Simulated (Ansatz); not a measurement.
## Geometry relaxation of ZnH₄ClO₂F (part 2 of 2)

The same run, continued: ZnH₄ClO₂F; RKS B3LYP-D4/def2-SVP (Ansatz 0.2.0). The input holds or restrains some coordinates. It belongs to a series of runs on one base structure; here: pulled along the bonds that form and break, towards end A.

Geometry of the input (Å):
```
Zn -0.2470  -1.0825  0.4377
Cl 2.2405  -0.3806  0.8368
O  -1.2281  -2.3768  1.0054
H  0.1598  1.5115  -0.5718
O  -0.8539  0.7482  -0.6114
H  1.9013  1.1729  0.1078
F  1.2535  2.0044  -0.4593
H  -2.1562  -2.2719  0.7962
H  -1.0699  0.6748  -1.5413
```

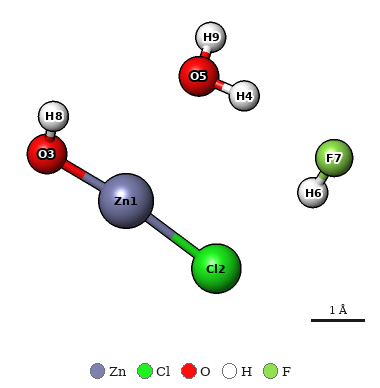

Fig. 1: The geometry at step 10 of the log (ball-and-stick view, seen at a tilt; atoms are numbered from 1 in the order of the input).

## Trajectory as extended XYZ, continued
```
9
Properties=species:S:1:pos:R:3:forces:R:3 step=3 energy=-67805.83497
Zn    0.0118   -1.3072    0.6147    1.6038   1.3165   0.0156
Cl    2.1676   -0.6901    0.9424   -1.1802   0.0165  -0.4365
O    -1.2522   -2.4244    1.0248   -0.4210  -0.7856   0.2277
H    -0.1431    1.4019   -0.6238    3.6391   1.9343  -0.0627
O    -0.9616    1.0200   -0.7113   -3.6068  -2.4275   0.9959
H     1.8722    1.4586   -0.0187    2.7210  -5.3038   3.2432
F     1.5405    2.1277   -0.4247   -2.6209   5.0437  -3.1247
H    -2.1645   -2.2605    0.7890   -0.3551   0.1898  -0.1570
H    -1.0706    0.6742   -1.5923    0.2200   0.0161  -0.7014
9
Properties=species:S:1:pos:R:3:forces:R:3 step=4 energy=-67805.97899
Zn    0.0892   -1.4138    0.6955    0.8032   0.6687   0.1337
Cl    2.1882   -0.8154    0.9923   -0.7922   0.1989  -0.3904
O    -1.2751   -2.4593    1.0301   -0.2453  -0.4612   0.0799
H    -0.2348    1.4231   -0.6324    1.1844   0.7603  -0.1339
O    -1.1016    1.0624   -0.7627   -0.9402  -1.0699   0.6199
H     1.9318    1.5255   -0.0231    0.9290  -2.2857   1.3407
F     1.6777    2.2700   -0.4470   -0.9969   1.8881  -1.2064
H    -2.1780   -2.2465    0.7804   -0.0917   0.2282  -0.1288
H    -1.0975    0.6540   -1.6329    0.1497   0.0726  -0.3146
9
Properties=species:S:1:pos:R:3:forces:R:3 step=5 energy=-67806.10260
Zn    0.1704   -1.4294    0.8179    0.4948   0.4245   0.0302
Cl    2.2693   -0.8285    1.1323   -0.8791   0.1698  -0.3250
O    -1.2494   -2.4813    0.9025   -0.2371  -0.1443  -0.0348
H    -0.3639    1.5644   -0.6243   -0.0268   0.0272  -0.1038
O    -1.1374    0.9767   -0.7022    0.4820  -0.4342  -0.1055
H     1.8861    1.4656   -0.0011    0.4595  -1.1032   0.8520
F     1.6999    2.1354   -0.5930   -0.5732   0.7711  -0.7132
H    -2.1376   -2.1422    0.7176    0.2855   0.1509  -0.0183
H    -1.1374    0.7393   -1.6495   -0.0055   0.1383   0.4184
9
Properties=species:S:1:pos:R:3:forces:R:3 step=6 energy=-67806.09454
Zn    0.1793   -1.6033    0.9162    0.9615   0.9371  -0.0911
Cl    2.2469   -0.8108    1.1388   -0.9881  -0.1629  -0.2522
O    -1.3267   -2.5158    0.9419   -0.3790  -0.2454  -0.0327
H    -0.4613    1.6912   -0.6952    0.1561  -0.2206   0.2019
O    -1.0083    0.8860   -0.6597    0.2234  -0.0497   0.0806
H     2.0117    1.4921   -0.1258    0.3390  -1.0343   0.5828
F     1.6540    2.2269   -0.5380   -0.5232   0.7886  -0.4873
H    -2.1269   -2.0752    0.6179    0.2579   0.0741   0.0395
H    -1.1688    0.7088   -1.5960   -0.0475  -0.0870  -0.0415
9
Properties=species:S:1:pos:R:3:forces:R:3 step=7 energy=-67806.15737
Zn    0.2173   -1.5571    0.9301    0.7402   0.6693  -0.1487
Cl    2.2863   -0.8183    1.1436   -0.8509  -0.0336  -0.2261
O    -1.3077   -2.4475    0.8507   -0.2821  -0.0602  -0.0073
H    -0.4616    1.5331   -0.5792    0.1270  -0.0121  -0.0071
O    -1.1127    0.8198   -0.6851    0.2520  -0.2460   0.1134
H     1.9913    1.4614   -0.1152    0.4635  -1.0626   0.6056
F     1.6098    2.1886   -0.5177   -0.6427   0.7657  -0.4775
H    -2.0640   -1.8854    0.6197    0.1789  -0.0129   0.0083
H    -1.1587    0.7055   -1.6469    0.0142  -0.0077   0.1394
9
Properties=species:S:1:pos:R:3:forces:R:3 step=8 energy=-67806.16056
Zn    0.2261   -1.5641    0.9308    0.7262   0.6725  -0.1515
Cl    2.2945   -0.8216    1.1388   -0.8508  -0.0428  -0.2187
O    -1.3132   -2.4309    0.8486   -0.2971  -0.0225  -0.0205
H    -0.4679    1.5235   -0.5770    0.1264  -0.0134  -0.0050
O    -1.1171    0.8081   -0.6800    0.2517  -0.2464   0.1055
H     1.9890    1.4648   -0.1057    0.4531  -1.0276   0.5935
F     1.6019    2.1847   -0.5174   -0.6317   0.7295  -0.4681
H    -2.0535   -1.8518    0.6033    0.2092  -0.0444   0.0230
H    -1.1598    0.6872   -1.6413    0.0130  -0.0048   0.1417
9
Properties=species:S:1:pos:R:3:forces:R:3 step=9 energy=-67806.15383 accepted=F
Zn    0.2596   -1.5669    0.8923    0.5920   0.6078  -0.0714
Cl    2.3327   -0.8356    1.0907   -0.8627  -0.0417  -0.2108
O    -1.3454   -2.3243    0.8533   -0.3690   0.2693  -0.2101
H    -0.4607    1.4199   -0.5387    0.0920   0.1103  -0.0036
O    -1.1941    0.7907   -0.6402    0.4110  -0.5221  -0.4846
H     1.9564    1.5046   -0.0287    0.4650  -0.9011   0.6107
F     1.5786    2.1635   -0.5418   -0.6262   0.5586  -0.4871
H    -2.0048   -1.6917    0.5005    0.3999  -0.2712   0.1920
H    -1.1223    0.5398   -1.5872   -0.1020   0.1901   0.6648
9
Properties=species:S:1:pos:R:3:forces:R:3 step=10 energy=-67806.16602
Zn    0.2440   -1.5797    0.9290    0.6700   0.6396  -0.1447
Cl    2.3141   -0.8321    1.1217   -0.8681  -0.0642  -0.2064
O    -1.3315   -2.3915    0.8522   -0.1604   0.0468  -0.0298
H    -0.4895    1.5060   -0.5634    0.1739   0.0406   0.0033
O    -1.1277    0.7833   -0.6704    0.2069  -0.3057   0.1648
H     1.9718    1.4675   -0.0891    0.4779  -1.0391   0.6109
F     1.5778    2.1750   -0.5145   -0.6511   0.7388  -0.4895
H    -2.0191   -1.7694    0.5626    0.1464  -0.0549   0.0279
H    -1.1399    0.6409   -1.6281    0.0045  -0.0019   0.0635
9
Properties=species:S:1:pos:R:3:forces:R:3 step=11 energy=-67806.16840
Zn    0.2630   -1.5919    0.9301    0.5959   0.6001  -0.1362
Cl    2.3352   -0.8433    1.1107   -0.8804  -0.0789  -0.1976
O    -1.3460   -2.3485    0.8545   -0.1233   0.2034  -0.0928
H    -0.5114    1.4866   -0.5479    0.1916   0.0663   0.0039
O    -1.1402    0.7578   -0.6624    0.1847  -0.3369   0.1865
H     1.9543    1.4632   -0.0775    0.4868  -1.0207   0.6048
F     1.5537    2.1635   -0.5089   -0.6537   0.7185  -0.4849
H    -1.9821   -1.6904    0.5190    0.1961  -0.1565   0.0867
H    -1.1266    0.6029   -1.6175    0.0024   0.0048   0.0297
9
Properties=species:S:1:pos:R:3:forces:R:3 step=12 energy=-67806.17322
Zn    0.2977   -1.5985    0.9351    0.4881   0.5583  -0.1556
Cl    2.3722   -0.8586    1.1101   -0.8673  -0.0876  -0.1836
O    -1.3485   -2.2770    0.8214   -0.1502   0.4018  -0.1416
H    -0.5581    1.4494   -0.5157    0.1593   0.0293  -0.0139
O    -1.1683    0.7095   -0.6625    0.2077  -0.3001   0.0792
H     1.9470    1.4446   -0.0669    0.5011  -0.9679   0.5699
F     1.5059    2.1277   -0.4879   -0.6619   0.6730  -0.4513
H    -1.9321   -1.5637    0.4869    0.3250  -0.3293   0.1492
H    -1.1158    0.5666   -1.6205   -0.0018   0.0225   0.1476
9
Properties=species:S:1:pos:R:3:forces:R:3 step=13 energy=-67806.16437 accepted=F
Zn    0.3409   -1.6070    0.9378    0.3832   0.5330  -0.0964
Cl    2.4235   -0.8906    1.1122   -0.8824  -0.0871  -0.1967
O    -1.3562   -2.1623    0.8409   -0.2625   0.7560  -0.5330
H    -0.6017    1.4309   -0.4956    0.1119  -0.0209  -0.0037
O    -1.1935    0.6734   -0.6371    0.2543  -0.2623  -0.0283
H     1.8801    1.3935   -0.0567    0.4974  -0.9294   0.5429
F     1.4660    2.0982   -0.4715   -0.6288   0.6344  -0.4194
H    -1.8456   -1.4428    0.3605    0.5441  -0.6841   0.5538
H    -1.1136    0.5066   -1.5904   -0.0172   0.0603   0.1807
9
Properties=species:S:1:pos:R:3:forces:R:3 step=14 energy=-67806.17931
Zn    0.3209   -1.5920    0.9375    0.6092   0.5670  -0.1406
Cl    2.4074   -0.8840    1.1066   -0.8862  -0.0755  -0.1789
O    -1.3418   -2.2113    0.8130   -0.0739   0.1552  -0.0580
H    -0.5904    1.4273   -0.5109    0.1625   0.0385  -0.0020
O    -1.1905    0.6816   -0.6680    0.1948  -0.2726   0.1567
H     1.9275    1.4202   -0.0479    0.5494  -0.9998   0.5816
F     1.4757    2.1002   -0.4608   -0.6975   0.7082  -0.4671
H    -1.8844   -1.4850    0.4545    0.1438  -0.1242   0.0598
H    -1.1244    0.5429   -1.6238   -0.0021   0.0031   0.0485
9
Properties=species:S:1:pos:R:3:forces:R:3 step=15 energy=-67806.18256
Zn    0.3444   -1.5790    0.9365    0.6894   0.5311  -0.1125
Cl    2.4452   -0.9119    1.1040   -0.9109  -0.0544  -0.1810
O    -1.3336   -2.1453    0.8073   -0.0171   0.0129  -0.0057
H    -0.6251    1.4069   -0.5072    0.1602   0.0413   0.0057
O    -1.2179    0.6580   -0.6752    0.1868  -0.2468   0.2035
H     1.9095    1.3922   -0.0292    0.5839  -0.9998   0.5716
F     1.4439    2.0702   -0.4296   -0.7175   0.7118  -0.4608
H    -1.8350   -1.4077    0.4212    0.0268   0.0081   0.0003
H    -1.1314    0.5167   -1.6276   -0.0017  -0.0043  -0.0210
9
Properties=species:S:1:pos:R:3:forces:R:3 step=16 energy=-67806.18685
Zn    0.3817   -1.5775    0.9420    0.6171   0.4732  -0.1226
Cl    2.4947   -0.9448    1.0975   -0.9132  -0.0497  -0.1602
O    -1.3261   -2.0538    0.7952    0.0263   0.0970  -0.0175
H    -0.6855    1.3751   -0.4982    0.1223  -0.0431   0.0061
O    -1.2422    0.6031   -0.6910    0.1906  -0.1100   0.1619
H     1.9054    1.3696    0.0097    0.5555  -0.8815   0.5030
F     1.3906    2.0131   -0.3919   -0.6759   0.6089  -0.4037
H    -1.7642   -1.2848    0.3855    0.0781  -0.0772   0.0346
H    -1.1545    0.5001   -1.6485   -0.0008  -0.0175  -0.0015
```

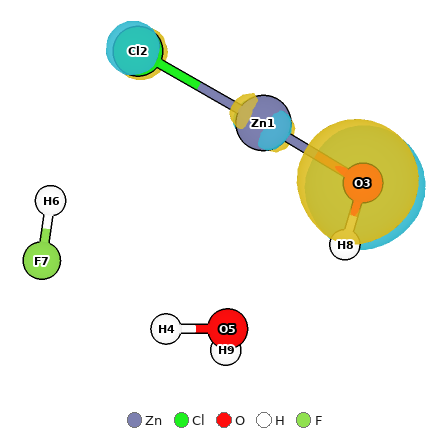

Fig. 2: The HOMO at ±0.15 Å⁻³ᐟ² (yellow and cyan are the two phases), seen face on. Its energy is −7.51 eV.

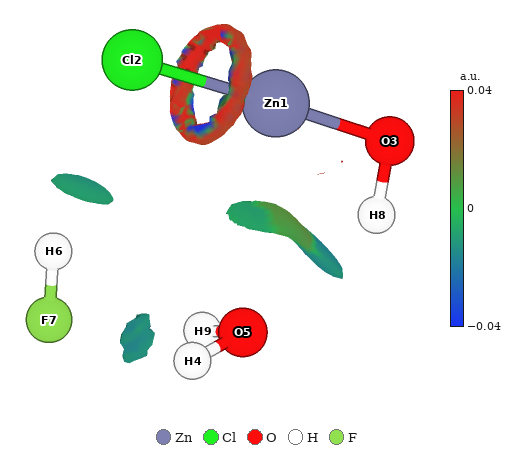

Fig. 3: Non-covalent interaction (NCI) plot: the surface where the reduced density gradient is 0.6, for densities under 0.05 a.u., coloured by sign(λ₂)ρ; seen at a tilt.

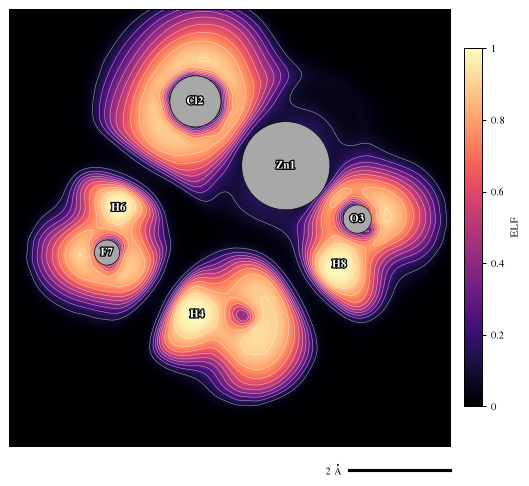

Fig. 4: ELF on the plane of atoms Zn1, O3 and H8. Grey discs, where drawn, cover atomic cores. The section cuts through Zn, Cl, O, H and F sites. Zn–O (1.78 Å): the ELF peaks at about 0.85 in the valence shell of O, 0.6 Å from its nucleus, and is about 0.20 at the midpoint. Zn–Cl (2.21 Å): the ELF peaks at about 0.85 in the valence shell of Cl, 0.8 Å from its nucleus, and is about 0.45 at the midpoint.

## Results in brief

| quantity | value |
| --- | --- |
| outcome | converged under the restraints of the input |
| total energy | −67806.1871 eV |
| mean-field energy | −67805.9794 eV |
| largest force (length of the vector) at the end, held atoms and coordinates included | 1.157 eV/Å |
| wall time | 22 s (CPU time 43 s) |
| peak memory | 0.28 GiB |
